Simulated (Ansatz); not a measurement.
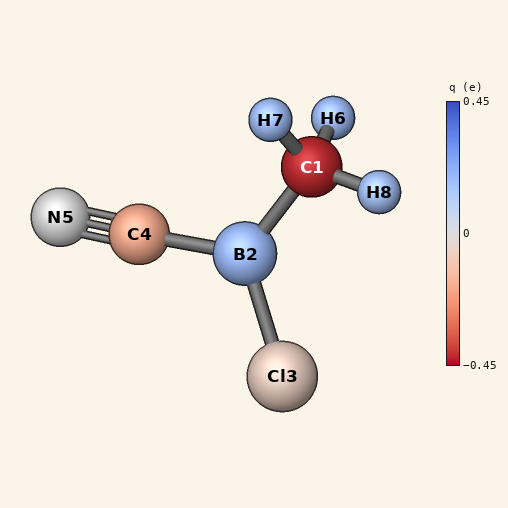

Atoms are coloured by their Mulliken charges. Geometry: relaxed with PBE0-D4/def2-TZVP with one coordinate held away from its value at the minimum. Properties computed with RKS PBE0-D4/def2-TZVP (Ansatz 0.2.0).

List the Mulliken charges.

```tsv
atom	value (e)
C1	−0.42
B2	0.18
Cl3	−0.06
C4	−0.18
N5	0.00
H6	0.17
H7	0.16
H8	0.15
```

Mulliken values depend strongly on the basis set and can even reverse the polarity of a bond.
